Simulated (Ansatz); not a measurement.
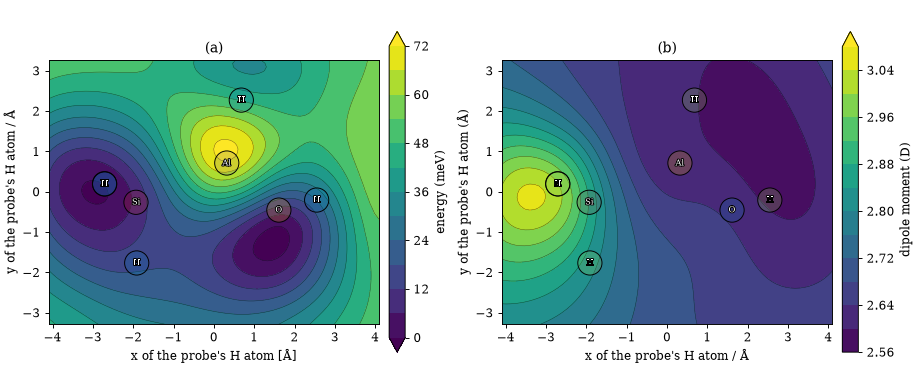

AlH₅OSi (SMILES [OH][AlH][SiH3]) with the probe H2O. 
- The probe is moved over a plane parallel to the molecule's main plane, 3.31 Å above it.
- Coordinates scanned: (1) x of the probe's H atom; (2) y of the probe's H atom.
- Nothing is relaxed (molecule and probe rigid, the probe upright with H nearest the plane).
- Grid: 11 × 9 points.
- Points are written as (first, second).
- Energies: meV, counted from the lowest grid point.
- Method: RKS PBE-D4/def2-SVPD (Ansatz).

Panel (a) is the energy and panel (b) the computed dipole moment on the same grid.

Drawn: filled contours, labelled circles for the molecule's atoms, projected on the plane, one colour for all values above the top of the scale. Between grid points the surface is interpolated.

Question: How does the dipole moment vary over the map, and what is it at the lowest grid point?

Answer: Leaving out the highest fifth of the energies, it runs from 2.58 D at (2.46 Å, 0.82 Å) to 3.05 D at (−3.28 Å, 0.00 Å). At the lowest grid point, (−3.28 Å, 0.00 Å), it is 3.05 D.

```csv
"y of the probe's H atom ↓, x of the probe's H atom →",−4.10,−3.28,−2.46,−1.64,−0.82,0.00,0.82,1.64,2.46,3.28,4.10
3.28,2.72,2.70,2.67,2.65,2.63,2.62,2.60,2.60,2.61,2.63,2.65
2.46,2.77,2.74,2.70,2.66,2.63,2.62,2.60,2.59,2.59,2.61,2.64
1.64,2.85,2.83,2.77,2.69,2.63,2.61,2.60,2.59,2.58,2.60,2.63
0.82,2.95,2.97,2.89,2.75,2.65,2.61,2.61,2.60,2.58,2.59,2.62
0.00,3.00,3.05,2.98,2.81,2.69,2.64,2.63,2.61,2.59,2.59,2.62
−0.82,2.98,3.01,2.95,2.82,2.71,2.67,2.66,2.64,2.61,2.60,2.62
−1.64,2.92,2.92,2.88,2.80,2.73,2.69,2.67,2.65,2.63,2.62,2.63
−2.46,2.86,2.85,2.82,2.77,2.72,2.69,2.68,2.66,2.65,2.64,2.65
−3.28,2.81,2.80,2.78,2.75,2.72,2.69,2.68,2.67,2.66,2.66,2.66
```
